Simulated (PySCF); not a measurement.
C₅H₁₂Si (SMILES C[C@H]1CC[SiH2]C1)

```xyz
18

C     2.1345   -0.4147   -0.3072
C     0.6313   -0.2199   -0.4686
C    -0.1687   -1.0501    0.5371
C    -1.6497   -0.6939    0.3908
Si   -1.6570    1.1843    0.0669
C     0.2146    1.2444   -0.2815
H     2.4492   -0.1239    0.6938
H     2.4067   -1.4572   -0.4617
H     2.6788    0.1929   -1.0276
H     0.3425   -0.5365   -1.4775
H     0.1693   -0.7974    1.5451
H     0.0022   -2.1186    0.3868
H    -2.0736   -1.2328   -0.4578
H    -2.2118   -1.0018    1.2705
H    -2.0425    1.9744    1.2402
H    -2.4810    1.5563   -1.0868
H     0.4954    1.8411   -1.1478
H     0.7509    1.6597    0.5736
```

Geometry: GFN2-xTB.

Theory: PySCF, PBE0/def2-SVPD, SCF density, gas phase.

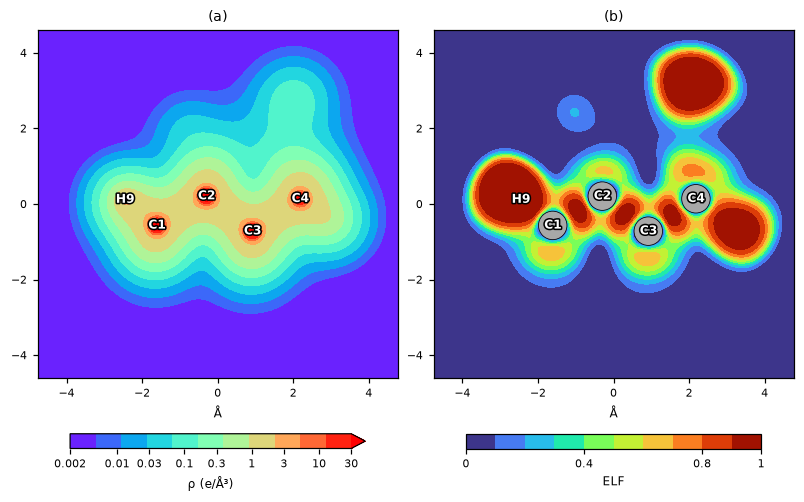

Figure 1. (a) total electron density; (b) ELF on the plane of atoms C2, C1 and H9. Grey discs cover the atomic cores in the ELF map.

> What do the fields say about this system?

Atoms in the plane: C and H.
C–C (1.52 Å): ρ is about 1.6 e/Å³ halfway; the ELF peaks at about 0.95 between the atoms; localised, covalent bonding.
C–H (1.09 Å): ρ at the midpoint is about 1.9 e/Å³; the ELF climbs to about 1 towards the hydrogen, as it does in any bond to H: an ordinary covalent bond to hydrogen.

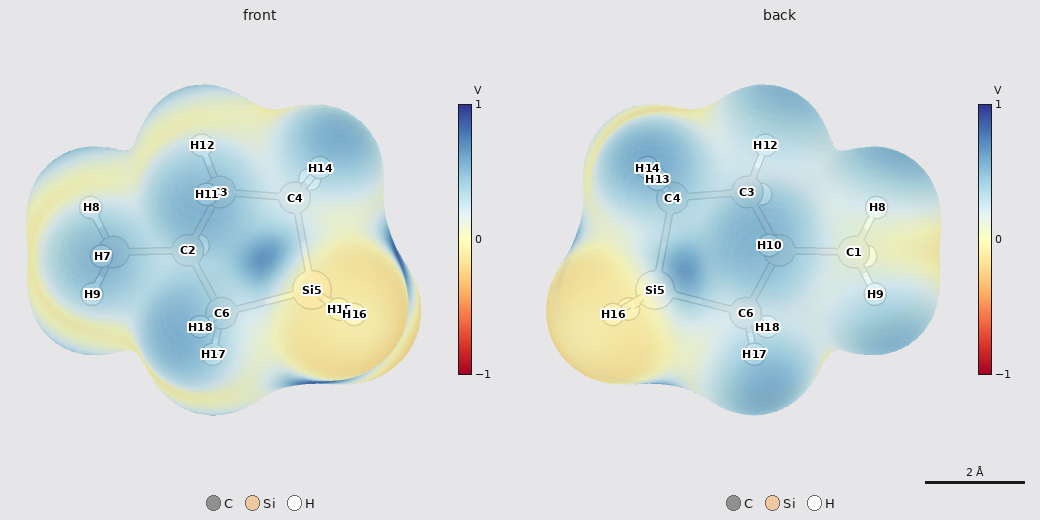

Figure 2. The molecular electrostatic potential painted on the density surface at 0.002 e/bohr³, seen from the front and from behind; red is negative and blue positive.

> Which sites attract a positive test charge, and which a negative one?

A positive charge is drawn to the negative regions and a negative charge to the positive ones. The most negative region (about −0.2 V) lies over H15 and H16, the most positive (about +0.8 V) over Si5.

> What dipole moment does the calculation give?

Its dipole moment is 0.58 D.
